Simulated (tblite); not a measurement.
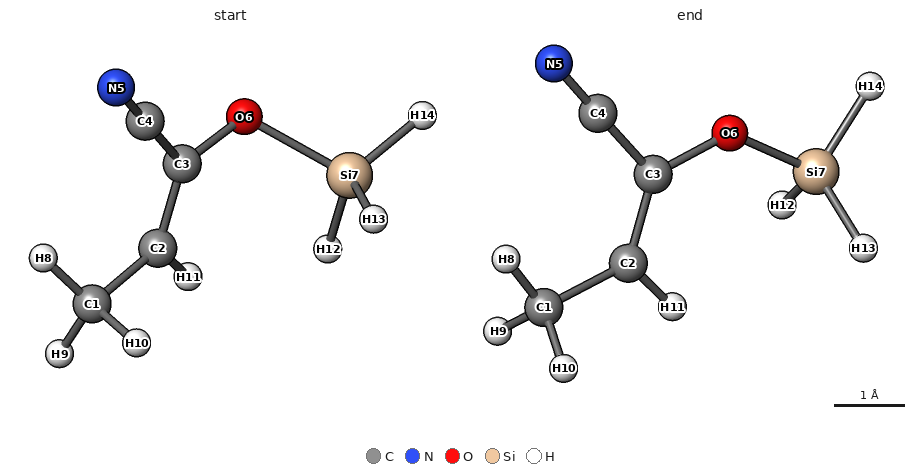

The structure of C4H7NOSi before (left) and after (right) a relaxation, at one scale.

A ball-and-stick model, seen at a tilt.

All numbers below come from GFN2-xTB geometry optimisation, gas phase (tblite). 

Q: Describe what moved and what it gained.

A: The atom that moves furthest after the best rigid fit is H13 (0.97 Å). By element the largest moves are H 0.97 Å, N 0.76 Å, O 0.63 Å, C 0.44 Å, Si 0.17 Å. Some distances before and after: O6–Si7 1.759 → 1.629 Å, C3–O6 1.397 → 1.350 Å, Si7–H13 1.497 → 1.464 Å, C1–H10 1.120 → 1.090 Å. Among the angles between lasting bonds that change: C3–O6–Si7 115.0° → 133.1°, O6–Si7–H14 113.6° → 98.6°, C2–C3–O6 115.6° → 125.5°. Groups turn about C3–O6 by about 55°, C1–C2 by about 35°. After 117 geometry steps the energy has fallen by 17.0 kcal/mol.
